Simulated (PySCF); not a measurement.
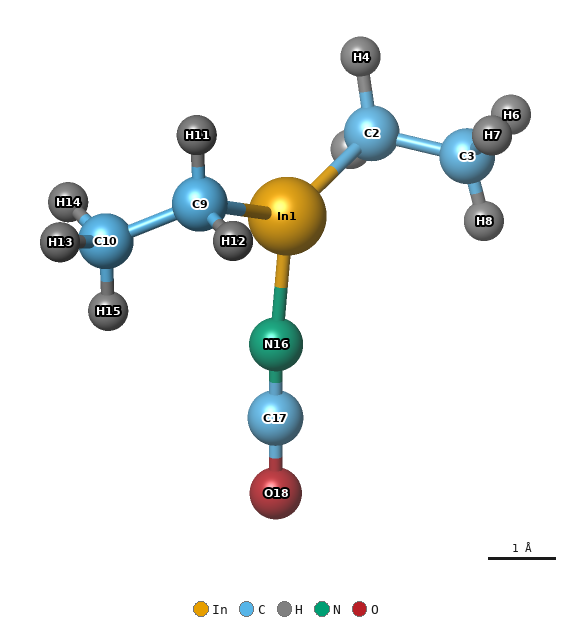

Fig. 1: The starting structure (ball-and-stick view, seen at a tilt; atoms are numbered from 1 in the order of the input). Sticks mark near contacts. Bond lengths as drawn: C–C 1.49 to 1.54 Å, C–H 1.02 to 1.17 Å, C–In 2.19 to 2.40 Å, C–N 1.19 Å, C–O 1.20 Å and In–N 2.01 Å.

# Run report: C$_{5}$H$_{10}$InNO, geometry relaxation

C$_{5}$H$_{10}$InNO (InEt2(NCO)), SMILES C[CH2][In]([CH2]C)[N]=C=O, computed with PBE0-D3(BJ)/def2-SVP geometry optimisation, gas phase (PySCF 2.14.0).

It belongs to a series of runs on one base structure; here: one ligand: Et to NCO.

Output
```
step   0  E = -516.03872857  max force = 0.068397
step   1  E = -516.06473718  max force = 0.017753
step   2  E = -516.06648566  max force = 0.004143
step   3  E = -516.06695039  max force = 0.003454
step   4  E = -516.06706490  max force = 0.001505
step   5  E = -516.06713428  max force = 0.001207
step   6  E = -516.06717669  max force = 0.001412
step   7  E = -516.06723737  max force = 0.002032
step   8  E = -516.06743461  max force = 0.002736
step   9  E = -516.06764199  max force = 0.003438
step  10  E = -516.06789220  max force = 0.002941
step  11  E = -516.06816010  max force = 0.002647
step  12  E = -516.06830152  max force = 0.001721
step  13  E = -516.06837578  max force = 0.000643
step  14  E = -516.06842421  max force = 0.000762
step  15  E = -516.06844783  max force = 0.000664
step  16  E = -516.06847725  max force = 0.000309
step  17  E = -516.06849230  max force = 0.000378
step  18  E = -516.06851994  max force = 0.000439
step  19  E = -516.06855587  max force = 0.000288
step  20  E = -516.06845388  max force = 0.001278
step  21  E = -516.06853462  max force = 0.000653
step  22  E = -516.06854538  max force = 0.000467
step  23  E = -516.06853284  max force = 0.000400
step  24  E = -516.06854527  max force = 0.000332
step  25  E = -516.06854364  max force = 0.000188
step  26  E = -516.06854220  max force = 0.000139
step  27  E = -516.06854129  max force = 0.000136
step  28  E = -516.06854135  max force = 0.000132
optimisation converged
```

Trajectory as extended XYZ (Å, eV, eV/Å), 12 of the 29 frames kept, from step=0 to step=28
```
18
Properties=species:S:1:pos:R:3:forces:R:3 step=0 energy=-14042.12904
In    0.1378   -0.0068   -0.0384   -0.2165   2.4388   0.0248
C     2.2903   -0.4295    0.0152    0.5088   1.5093  -1.3933
C     2.6499   -0.9632    1.3566    3.5171   2.1974   0.0472
H     2.9470    0.5075   -0.2309   -1.3153  -1.4409   0.2698
H     2.4720   -1.1757   -0.7933   -0.0439   0.2966   0.3206
H     3.7582   -1.2088    1.3768   -0.7816   0.0420  -0.0448
H     2.5756   -0.2194    2.1662   -0.3975  -0.0399   0.0097
H     2.1806   -1.8334    1.6126   -1.7689  -2.7186   0.9099
C    -1.3631    1.8595    0.0251    0.6808  -2.2566  -2.5839
C    -2.3333    1.7452   -1.1683   -1.4254   0.6732   0.8836
H    -0.7800    2.7419   -0.0449    0.8498   1.2101   0.0898
H    -1.8684    1.8072    0.9413   -0.8700  -0.1115   1.8225
H    -3.1524    2.5821   -1.1686    1.2020  -1.2758   0.2132
H    -1.8509    1.8500   -2.1303    0.4971   0.0328  -0.5700
H    -2.8647    0.7642   -1.1824    0.1374   0.4593   0.0629
N    -1.0375   -1.6283   -0.1600   -0.1377  -0.4282  -0.1674
C    -1.6046   -2.6733   -0.2364   -1.4545  -2.1163   0.2397
O    -2.2128   -3.7024   -0.2625    1.0184   1.5283  -0.1345
18
Properties=species:S:1:pos:R:3:forces:R:3 step=3 energy=-14042.89700
In    0.1246    0.1505   -0.0495   -0.1333   0.0484  -0.0008
C     2.2198   -0.3690    0.0079    0.0023  -0.0987   0.1039
C     2.6426   -0.9481    1.3570   -0.1776  -0.0320  -0.0072
H     2.8040    0.5249   -0.2487    0.0678   0.0596  -0.0104
H     2.3755   -1.1053   -0.7960   -0.0149   0.0104  -0.0332
H     3.7049   -1.2399    1.3586    0.0424  -0.0055  -0.0102
H     2.5044   -0.2273    2.1792    0.0341  -0.0073   0.0039
H     2.0579   -1.8492    1.6142    0.0724   0.0692  -0.0221
C    -1.2725    1.8082   -0.0321    0.0372  -0.0294  -0.0527
C    -2.3042    1.6879   -1.1496    0.0935  -0.0422  -0.0141
H    -0.7092    2.7533   -0.0910   -0.0401  -0.0183   0.0170
H    -1.7607    1.7814    0.9577    0.0494  -0.0027  -0.0279
H    -3.0741    2.4712   -1.0782   -0.0449   0.0769   0.0206
H    -1.8440    1.7825   -2.1476   -0.0260  -0.0107   0.0315
H    -2.8233    0.7180   -1.1196   -0.0044  -0.0223  -0.0038
N    -1.0359   -1.5769   -0.1528    0.0163  -0.0348   0.0227
C    -1.5667   -2.6495   -0.2271    0.0774   0.1358  -0.0249
O    -2.0995   -3.6955   -0.3046   -0.0516  -0.0966   0.0076
18
Properties=species:S:1:pos:R:3:forces:R:3 step=5 energy=-14042.90200
In    0.1256    0.1738   -0.0566    0.0133  -0.0141  -0.0156
C     2.2193   -0.3595    0.0263    0.0070   0.0534   0.0082
C     2.6293   -0.9721    1.3612    0.0224  -0.0215  -0.0158
H     2.8203    0.5336   -0.2080   -0.0117  -0.0223   0.0113
H     2.3704   -1.0773   -0.7961   -0.0011   0.0057  -0.0046
H     3.6905   -1.2747    1.3507   -0.0089   0.0035   0.0117
H     2.5053   -0.2716    2.2025    0.0060   0.0124  -0.0054
H     2.0419   -1.8726    1.5970   -0.0166  -0.0203   0.0023
C    -1.2674    1.8224   -0.0659   -0.0183   0.0274  -0.0064
C    -2.3315    1.6892   -1.1488   -0.0302   0.0024   0.0313
H    -0.7156    2.7712   -0.1457    0.0201  -0.0007  -0.0202
H    -1.7279    1.8132    0.9360   -0.0038  -0.0108   0.0197
H    -3.0927    2.4838   -1.0607    0.0112  -0.0218  -0.0116
H    -1.9055    1.7645   -2.1614    0.0087   0.0031  -0.0147
H    -2.8555    0.7226   -1.0875   -0.0004   0.0113   0.0017
N    -1.0076   -1.5702   -0.1501    0.0083   0.0100   0.0090
C    -1.5197   -2.6512   -0.2223   -0.0294  -0.0621  -0.0037
O    -2.0354   -3.7081   -0.2928    0.0234   0.0443   0.0029
18
Properties=species:S:1:pos:R:3:forces:R:3 step=8 energy=-14042.91018
In    0.1625    0.2824   -0.0969    0.0690  -0.0265   0.0406
C     2.2506   -0.2415    0.1035   -0.0053  -0.0251  -0.1407
C     2.5423   -1.1123    1.3172    0.0950   0.0280   0.0513
H     2.8781    0.6617    0.0818   -0.0216   0.0338   0.0291
H     2.4615   -0.7958   -0.8274    0.0453   0.0136   0.0094
H     3.5949   -1.4450    1.3268   -0.0163  -0.0011  -0.0222
H     2.3776   -0.5752    2.2649   -0.0387  -0.0163   0.0037
H     1.9184   -2.0176    1.3322   -0.0518  -0.0195   0.0150
C    -1.2519    1.9067   -0.2100   -0.0223  -0.0131   0.0923
C    -2.4499    1.6455   -1.1113    0.0099  -0.0188  -0.0377
H    -0.7159    2.8289   -0.4812    0.0036   0.0013  -0.0324
H    -1.5736    2.0347    0.8388   -0.0132   0.0415  -0.0141
H    -3.1840    2.4662   -1.0496   -0.0077   0.0046   0.0090
H    -2.1608    1.5548   -2.1702    0.0055  -0.0034   0.0012
H    -2.9711    0.7153   -0.8388    0.0056  -0.0077   0.0017
N    -0.8724   -1.5236   -0.1048   -0.0547   0.0156  -0.0292
C    -1.3108   -2.6384   -0.1366    0.0046  -0.0017   0.0377
O    -1.7520   -3.7298   -0.1607   -0.0070  -0.0053  -0.0148
18
Properties=species:S:1:pos:R:3:forces:R:3 step=10 energy=-14042.92263
In    0.2061    0.3653   -0.1066    0.0079   0.0134   0.1040
C     2.2937   -0.1051    0.2015   -0.0213  -0.1512  -0.1329
C     2.4825   -1.2212    1.2221   -0.0351   0.0207   0.0176
H     2.8647    0.7992    0.4538   -0.0150   0.0633   0.0428
H     2.6456   -0.4298   -0.7936    0.0331   0.0258   0.0164
H     3.5341   -1.5484    1.2746    0.0171  -0.0043  -0.0159
H     2.1971   -0.9027    2.2376   -0.0088  -0.0193  -0.0041
H     1.8712   -2.1042    0.9736    0.0417   0.0354   0.0270
C    -1.2329    1.9625   -0.3309    0.0404  -0.0656   0.0202
C    -2.5100    1.5400   -1.0417    0.0204  -0.0396  -0.0500
H    -0.7319    2.8054   -0.8325   -0.0347   0.0135   0.0192
H    -1.4408    2.2870    0.7045    0.0062   0.0430  -0.0515
H    -3.2471    2.3586   -1.0712   -0.0166   0.0427   0.0125
H    -2.3220    1.2402   -2.0854   -0.0075   0.0030   0.0283
H    -2.9885    0.6832   -0.5444    0.0022  -0.0198  -0.0039
N    -0.8067   -1.4558   -0.0597   -0.0298   0.0077  -0.0286
C    -1.2242   -2.5795   -0.0618    0.0279   0.1057  -0.0046
O    -1.6473   -3.6775   -0.0622   -0.0282  -0.0745   0.0037
18
Properties=species:S:1:pos:R:3:forces:R:3 step=13 energy=-14042.93579
In    0.2256    0.4182   -0.0717   -0.0087   0.0048   0.0268
C     2.3040    0.0253    0.3805   -0.0154  -0.0102   0.0331
C     2.5159   -1.3040    1.0934    0.0038   0.0120  -0.0164
H     2.6864    0.8740    0.9702    0.0117  -0.0095  -0.0136
H     2.8420    0.0539   -0.5821   -0.0180   0.0060  -0.0127
H     3.5894   -1.5308    1.2075   -0.0018   0.0012   0.0157
H     2.0736   -1.3058    2.1018    0.0006   0.0048   0.0009
H     2.0570   -2.1420    0.5476    0.0121  -0.0072  -0.0142
C    -1.2143    1.9705   -0.5049   -0.0033  -0.0055  -0.0267
C    -2.5654    1.4219   -0.9415   -0.0002   0.0167   0.0065
H    -0.7776    2.6383   -1.2650    0.0102  -0.0043  -0.0040
H    -1.3018    2.5764    0.4125    0.0029  -0.0045   0.0156
H    -3.2939    2.2348   -1.1025    0.0008  -0.0115   0.0026
H    -2.4951    0.8548   -1.8822    0.0006  -0.0008  -0.0076
H    -2.9909    0.7351   -0.1945   -0.0055   0.0064   0.0013
N    -0.8060   -1.3905   -0.0317    0.0137   0.0075  -0.0165
C    -1.2350   -2.5094   -0.0308   -0.0114  -0.0263   0.0098
O    -1.6703   -3.6037   -0.0289    0.0081   0.0205  -0.0005
18
Properties=species:S:1:pos:R:3:forces:R:3 step=15 energy=-14042.93775
In    0.2088    0.4073   -0.0533   -0.0026  -0.0080   0.0089
C     2.2836    0.0532    0.4421   -0.0029   0.0341   0.0046
C     2.5417   -1.3151    1.0553    0.0284  -0.0029   0.0173
H     2.6072    0.8688    1.1092    0.0107  -0.0047  -0.0066
H     2.8479    0.1893   -0.4961   -0.0062  -0.0089  -0.0071
H     3.6211   -1.4921    1.2005   -0.0053   0.0052   0.0041
H     2.0623   -1.4202    2.0408   -0.0158  -0.0077  -0.0071
H     2.1566   -2.1312    0.4263   -0.0070  -0.0105  -0.0133
C    -1.2087    1.9585   -0.5538   -0.0061   0.0122   0.0057
C    -2.5852    1.4246   -0.9232   -0.0009   0.0007  -0.0047
H    -0.7712    2.5607   -1.3668    0.0056  -0.0040  -0.0045
H    -1.2560    2.6279    0.3218   -0.0029  -0.0009   0.0048
H    -3.2927    2.2468   -1.1244    0.0002  -0.0024  -0.0011
H    -2.5534    0.7924   -1.8236    0.0016  -0.0028  -0.0008
H    -3.0162    0.8052   -0.1222    0.0003   0.0040   0.0019
N    -0.8102   -1.4063   -0.0220    0.0056   0.0008  -0.0150
C    -1.2318   -2.5280   -0.0186   -0.0057  -0.0118   0.0167
O    -1.6601   -3.6248   -0.0142    0.0028   0.0076  -0.0040
18
Properties=species:S:1:pos:R:3:forces:R:3 step=18 energy=-14042.93971
In    0.1985    0.4087   -0.0280    0.0029   0.0092   0.0001
C     2.2737    0.0689    0.4758    0.0070  -0.0148  -0.0102
C     2.5486   -1.3273    1.0165   -0.0226  -0.0007  -0.0090
H     2.5779    0.8533    1.1875   -0.0024   0.0004   0.0055
H     2.8453    0.2617   -0.4482    0.0008   0.0028   0.0039
H     3.6236   -1.4774    1.2131    0.0032  -0.0012   0.0019
H     2.0150   -1.5166    1.9607    0.0039   0.0019   0.0016
H     2.2288   -2.1112    0.3129    0.0090   0.0063   0.0054
C    -1.2093    1.9598   -0.5591    0.0074  -0.0053  -0.0038
C    -2.5889    1.4294   -0.9214    0.0008  -0.0044   0.0004
H    -0.7605    2.5320   -1.3881   -0.0058   0.0062   0.0045
H    -1.2524    2.6538    0.2972    0.0000  -0.0026  -0.0017
H    -3.2851    2.2513   -1.1594    0.0005   0.0029  -0.0023
H    -2.5568    0.7630   -1.7969   -0.0004  -0.0006   0.0026
H    -3.0347    0.8464   -0.1014   -0.0007   0.0004   0.0007
N    -0.8076   -1.4111   -0.0113   -0.0044  -0.0040  -0.0013
C    -1.2245   -2.5346    0.0065    0.0039   0.0109   0.0004
O    -1.6478   -3.6330    0.0215   -0.0031  -0.0075   0.0016
18
Properties=species:S:1:pos:R:3:forces:R:3 step=20 energy=-14042.93791
In    0.1847    0.4398    0.0406    0.0277   0.0122  -0.0214
C     2.2048    0.1265    0.7464   -0.0097   0.0439  -0.0067
C     2.5997   -1.3417    0.7897    0.0215  -0.0072   0.0502
H     2.2704    0.5971    1.7424   -0.0214  -0.0229  -0.0074
H     2.8752    0.7115    0.0951   -0.0081  -0.0071   0.0025
H     3.6114   -1.4702    1.2109   -0.0068  -0.0186  -0.0156
H     1.9084   -1.9417    1.4000   -0.0039   0.0174   0.0343
H     2.6002   -1.7967   -0.2111    0.0214  -0.0135  -0.0532
C    -1.1925    1.9331   -0.6921   -0.0133   0.0083  -0.0175
C    -2.6154    1.4119   -0.8382   -0.0027   0.0166  -0.0036
H    -0.7877    2.2777   -1.6589    0.0017  -0.0221  -0.0113
H    -1.1417    2.8079   -0.0244    0.0026  -0.0103   0.0420
H    -3.2835    2.1864   -1.2528   -0.0036  -0.0212   0.0166
H    -2.6680    0.5369   -1.5026    0.0122  -0.0009  -0.0247
H    -3.0384    1.0907    0.1258   -0.0100   0.0285   0.0104
N    -0.7927   -1.3966   -0.0039    0.0031   0.0241   0.0160
C    -1.1922   -2.5254    0.0383   -0.0222  -0.0657  -0.0081
O    -1.5990   -3.6302    0.0725    0.0116   0.0387  -0.0027
18
Properties=species:S:1:pos:R:3:forces:R:3 step=23 energy=-14042.94006
In    0.1974    0.4331    0.0040    0.0001  -0.0156  -0.0145
C     2.2301    0.1124    0.6676   -0.0093   0.0081   0.0119
C     2.5798   -1.3563    0.8558    0.0206  -0.0008   0.0130
H     2.3469    0.6799    1.6063    0.0002   0.0014  -0.0030
H     2.8929    0.6019   -0.0647    0.0019  -0.0018  -0.0023
H     3.6158   -1.4787    1.2151   -0.0039   0.0024  -0.0008
H     1.9192   -1.8467    1.5867   -0.0034  -0.0035  -0.0051
H     2.4913   -1.9261   -0.0815   -0.0095  -0.0048  -0.0078
C    -1.1908    1.9446   -0.6693   -0.0080   0.0104   0.0057
C    -2.6073    1.4204   -0.8576    0.0001   0.0046  -0.0001
H    -0.7818    2.3529   -1.6088    0.0050  -0.0042  -0.0021
H    -1.1550    2.7725    0.0577    0.0027   0.0000   0.0052
H    -3.2830    2.2140   -1.2193    0.0006  -0.0018   0.0002
H    -2.6474    0.5951   -1.5843   -0.0001  -0.0011  -0.0002
H    -3.0314    1.0311    0.0805    0.0003   0.0018  -0.0009
N    -0.7991   -1.3938   -0.0072    0.0031   0.0062   0.0064
C    -1.2086   -2.5194    0.0316   -0.0035  -0.0099  -0.0016
O    -1.6255   -3.6201    0.0649    0.0032   0.0086  -0.0040
18
Properties=species:S:1:pos:R:3:forces:R:3 step=25 energy=-14042.94035
In    0.1963    0.4258   -0.0019   -0.0031  -0.0097  -0.0079
C     2.2312    0.1073    0.6559   -0.0031   0.0008   0.0057
C     2.5780   -1.3590    0.8681    0.0070   0.0003   0.0000
H     2.3563    0.6916    1.5830    0.0026   0.0030   0.0004
H     2.8907    0.5808   -0.0899    0.0021  -0.0005  -0.0010
H     3.6177   -1.4788    1.2170   -0.0011   0.0023   0.0006
H     1.9244   -1.8323    1.6164   -0.0025  -0.0057  -0.0051
H     2.4752   -1.9462   -0.0572   -0.0060  -0.0004   0.0031
C    -1.1881    1.9466   -0.6635   -0.0016   0.0032   0.0091
C    -2.6054    1.4286   -0.8626    0.0007   0.0021  -0.0004
H    -0.7744    2.3654   -1.5962    0.0015   0.0007   0.0007
H    -1.1519    2.7640    0.0755    0.0008   0.0012  -0.0039
H    -3.2783    2.2285   -1.2152    0.0007   0.0018  -0.0020
H    -2.6457    0.6135   -1.6008   -0.0009  -0.0007   0.0030
H    -3.0330    1.0283    0.0692    0.0014  -0.0019  -0.0011
N    -0.8031   -1.3989   -0.0084    0.0005   0.0017   0.0045
C    -1.2140   -2.5241    0.0284    0.0011   0.0025  -0.0037
O    -1.6323   -3.6242    0.0599   -0.0001  -0.0006  -0.0022
18
Properties=species:S:1:pos:R:3:forces:R:3 step=28 energy=-14042.94029
In    0.1954    0.4201   -0.0019    0.0016   0.0068   0.0038
C     2.2266    0.0968    0.6653    0.0019  -0.0025  -0.0020
C     2.5735   -1.3715    0.8639   -0.0065  -0.0016  -0.0037
H     2.3453    0.6721    1.5989    0.0006  -0.0015   0.0013
H     2.8912    0.5779   -0.0711   -0.0016   0.0008  -0.0002
H     3.6107   -1.4941    1.2190    0.0005  -0.0022   0.0013
H     1.9141   -1.8553    1.6003    0.0006   0.0012   0.0029
H     2.4771   -1.9479   -0.0690    0.0038   0.0005   0.0001
C    -1.1775    1.9523   -0.6620    0.0018  -0.0032  -0.0016
C    -2.5994    1.4465   -0.8592    0.0000  -0.0008   0.0005
H    -0.7607    2.3659   -1.5959   -0.0015   0.0002   0.0010
H    -1.1328    2.7706    0.0754   -0.0003   0.0004  -0.0006
H    -3.2651    2.2506   -1.2161    0.0005   0.0006   0.0006
H    -2.6473    0.6278   -1.5930    0.0012   0.0015   0.0001
H    -3.0306    1.0543    0.0745   -0.0002   0.0012   0.0001
N    -0.8103   -1.4002   -0.0121   -0.0037  -0.0018   0.0017
C    -1.2233   -2.5247    0.0179    0.0027   0.0025  -0.0051
O    -1.6436   -3.6242    0.0427   -0.0014  -0.0023  -0.0003
```

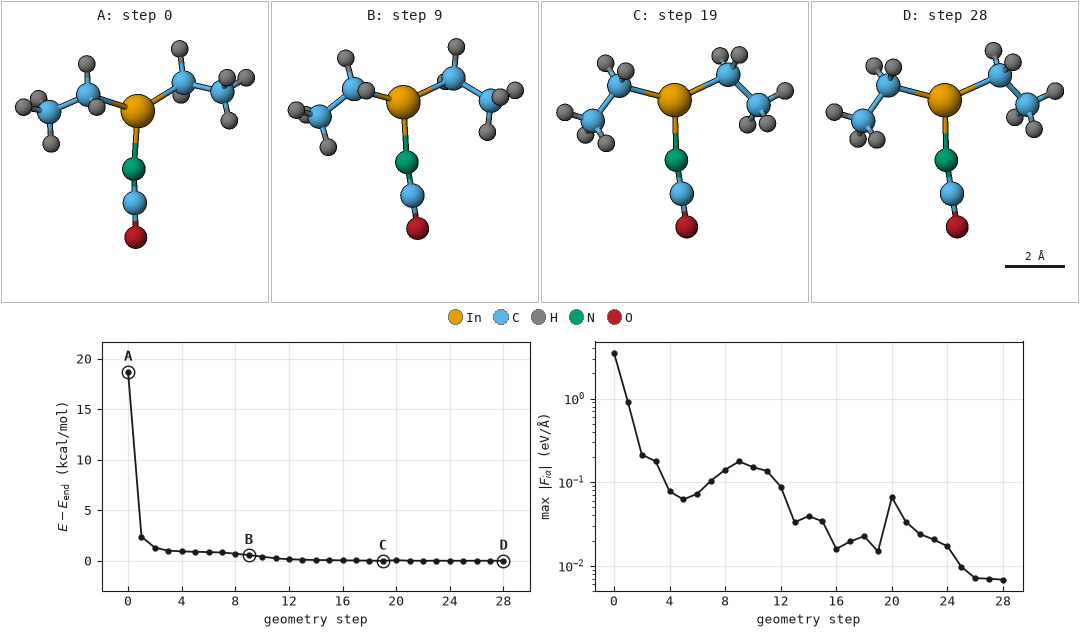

Fig. 2: Frames of the relaxation (ball-and-stick view, seen at a tilt) above the curves, on which the letters mark them (steps are counted from 0).

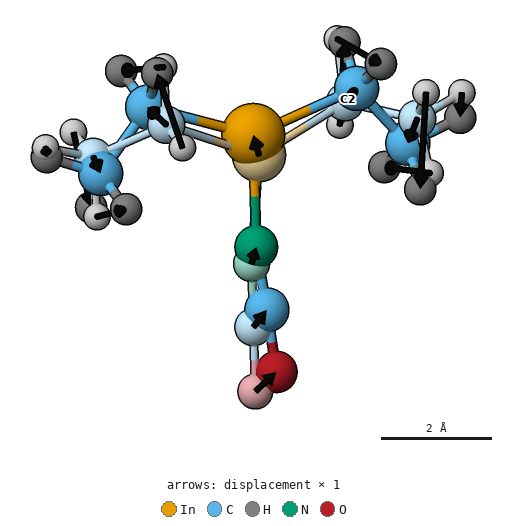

Fig. 3: Start (faint) and end (solid) with the displacements as black arrows, at true length (ball-and-stick view, seen at a tilt). The two geometries are laid on each other by the best rigid fit. The largest move after the best rigid fit is that of H4, 1.98 Å. Largest moves by element: H 1.98 Å, C 0.83 Å, O 0.53 Å, In 0.43 Å, N 0.34 Å. Among the contacts that change: In1–C9 2.396 → 2.161 Å, C3–H8 1.021 → 1.101 Å, In1–N16 2.006 → 2.080 Å, C10–H13 1.171 → 1.103 Å. Among the angles that change: In1–C2–H4 113.0° → 106.5°, H6–C3–H7 101.5° → 107.4°, C2–In1–N16 114.9° → 109.0°. The energy falls by 18.7 kcal/mol in 28 geometry steps. The largest force component goes from 3.5 to 0.0068 eV/Å. (Atoms are counted from 1 in the order of the input.)

This output came from the following input.

The input
```
{"job": {"xc": "PBE0", "basis": "def2-SVP", "d3": "d3bj", "grid": 1, "maxiter": 40, "shake": 0.03, "kind": "geom"}, "charge": 0, "multiplicity": 1}
In     0.137830    -0.006790    -0.038440
C      2.290320    -0.429460     0.015230
C      2.649940    -0.963190     1.356600
H      2.946950     0.507530    -0.230930
H      2.472010    -1.175660    -0.793310
H      3.758160    -1.208800     1.376780
H      2.575620    -0.219400     2.166170
H      2.180570    -1.833440     1.612650
C     -1.363100     1.859480     0.025090
C     -2.333270     1.745170    -1.168260
H     -0.780010     2.741910    -0.044930
H     -1.868450     1.807150     0.941280
H     -3.152360     2.582110    -1.168560
H     -1.850940     1.850030    -2.130300
H     -2.864710     0.764250    -1.182390
N     -1.037490    -1.628270    -0.160040
C     -1.604570    -2.673300    -0.236390
O     -2.212840    -3.702350    -0.262500
```

The first line tells a small driver script what to run in PySCF; the rest is the geometry in Å.

Run as:
```bash
OMP_NUM_THREADS=1 python <driver script> task.json out
```

Key numbers

- outcome: converged
- total energy: −516.068541 hartree
- dipole moment: 5.16 D
- point group: C1
- hardware: 1 CPU thread, shared host
- wall time: 21 min
- peak memory: 0.7 GiB
